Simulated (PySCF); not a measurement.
**C2H7B: electronic excitations**

Aim: predict the electronic excitations of C2H7B (`BCC`).

Programs: PySCF 2.14.0, with density-fitted response routines of our own. Each step states its level of theory. These are calculated values for one molecule in the gas phase, unless marked as measured. Atoms count from 0, in the outputs and in this text.

**1. Starting geometry**

10 atoms, charge 0, multiplicity 1; geometry from: GFN2-xTB.

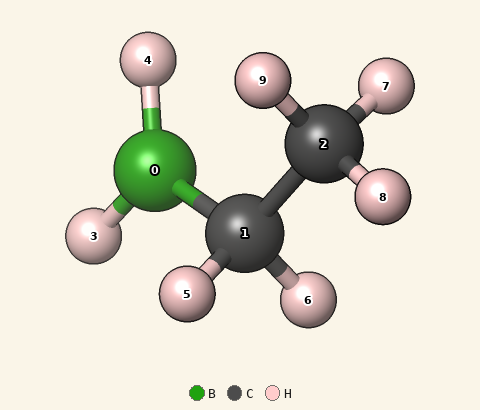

As it starts; boron green, carbon dark grey, hydrogen pink, atoms numbered.

**2. Excited states and response: wB97X-D/def2-SVPD**

What the job is given:

```
{"job": {"kind": "uv", "xc": "wB97X-D", "basis": "def2-SVPD", "nstates": 8, "ntriplets": 3}, "charge": 0, "multiplicity": 1}
B      1.444929     0.279547     0.405501
C      0.131937    -0.417507    -0.093351
C     -1.191109     0.131213     0.442218
H      2.476616    -0.122350     0.026484
H      1.411898     1.186346     1.142789
H      0.112337    -0.379447    -1.188495
H      0.190359    -1.487367     0.136064
H     -1.225202     0.053594     1.526403
H     -2.038510    -0.418302     0.034653
H     -1.304372     1.178926     0.173971
```

With the program's defaults for keys left out, this is: TDDFT wB97X-D/def2-SVPD, vertical, gas phase, core orbitals frozen in the response.

Run with:

```sh
> OMP_NUM_THREADS=1 python probes_run.py task.json out
```

The driver reads the jobs from task.json and runs them one after another.

Output:

```text
coarse grid: 7600 points
cycle   1  E = -105.1132065555  dE =  4.954e-02  |g| = 2.176e-01  |ddm| = 3.558e+00
cycle   2  E = -105.1225236180  dE = -9.317e-03  |g| = 1.416e-01  |ddm| = 5.146e-01
cycle   3  E = -105.1276053088  dE = -5.082e-03  |g| = 2.129e-02  |ddm| = 1.947e-01
cycle   4  E = -105.1277621110  dE = -1.568e-04  |g| = 2.456e-03  |ddm| = 5.382e-02
cycle   5  E = -105.1277649855  dE = -2.875e-06  |g| = 7.197e-04  |ddm| = 9.554e-03
final grid: 71232 points
cycle   6  E = -105.1439162847  dE = -5.605e-05  |g| = 2.547e-03  |ddm| = 8.340e-02
cycle   7  E = -105.1439180217  dE = -1.737e-06  |g| = 1.634e-03  |ddm| = 1.123e-02
cycle   8  E = -105.1439186788  dE = -6.571e-07  |g| = 3.134e-04  |ddm| = 2.516e-03
cycle   9  E = -105.1439187218  dE = -4.295e-08  |g| = 3.881e-05  |ddm| = 1.201e-03
cycle  10  E = -105.1439187229  dE = -1.124e-09  |g| = 1.219e-05  |ddm| = 1.283e-04
cycle  11  E = -105.1439187230  dE = -1.261e-10  |g| = 3.177e-06  |ddm| = 4.447e-05
converged SCF energy = -105.1439187230

Static polarisability (au): isotropic 40.220, principal 34.802 40.339 45.519

Singlet excitations
state   eV       nm        f      main configurations
  1   5.8865    210.6   0.00096   H->L 0.93
  2   6.0467    205.0   0.00005   H-1->L 0.93
  3   7.8582    157.8   0.04191   H-2->L 0.98
  4   8.2698    149.9   0.00091   H-3->L 0.89
  5   8.7331    142.0   0.00990   H->L+1 0.83, H->L+2 0.12
  6   9.0018    137.7   0.04473   H-1->L+1 0.95
  7   9.5907    129.3   0.00028   H-2->L+1 0.71, H-2->L+2 0.24
  8   9.6736    128.2   0.00542   H-4->L 0.90

Triplet excitations (Tamm-Dancoff, eV): 5.3882 5.4688 7.3885
```

It took 13 s on 1 thread of Arm Neoverse N1, shared host; peak memory 0.48 GiB.

The orbitals next to the gap, with their largest atomic shares:

```tsv
orbital	eV	atoms
HOMO−3	-12.61	C2 29 %, C1 21 %, B0 16 %
HOMO−2	-11.71	C2 29 %, C1 25 %, H7 12 %
HOMO−1	-11.00	B0 30 %, H3 17 %, C1 16 %
HOMO	-10.73	C1 31 %, B0 27 %, C2 14 %
LUMO	0.69	B0 55 %, C1 15 %, H4 11 %
LUMO+1	2.11	B0 65 %, C2 7 %, C1 5 %
LUMO+2	3.00	C2 26 %, B0 17 %, H8 14 %
```

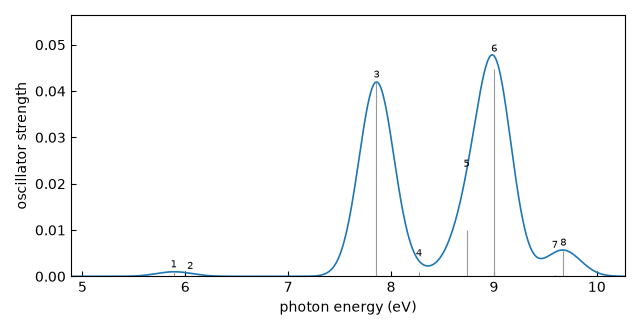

Absorption spectrum from the 8 singlet states computed; above the last one it falls off for lack of states. Lines are broadened to a width of 0.40 eV (Gaussian).

Ground-state properties from the same run:

```tsv
property	computed
dipole moment (D)	0.55
polarisability (Å³)	5.96
HOMO–LUMO gap (eV)	11.42
−ε(HOMO) (eV)	10.73
```

**3. Outcome**

```
                                quantity                        value
      lowest singlet (wB97X-D/def2-SVPD)  5.89 eV (211 nm), f = 0.001
brightest single state of those computed  state 6, 9.00 eV, f = 0.045
                          lowest triplet                      5.39 eV
```

In words: The lowest singlet, at 5.89 eV, is HOMO→LUMO 0.93 and is dark; of the 8 states computed, the strongest absorption comes from state 6 at 9.00 eV. The lowest triplet lies 0.50 eV below the lowest singlet (triplets in Tamm-Dancoff, singlets in full TDDFT).
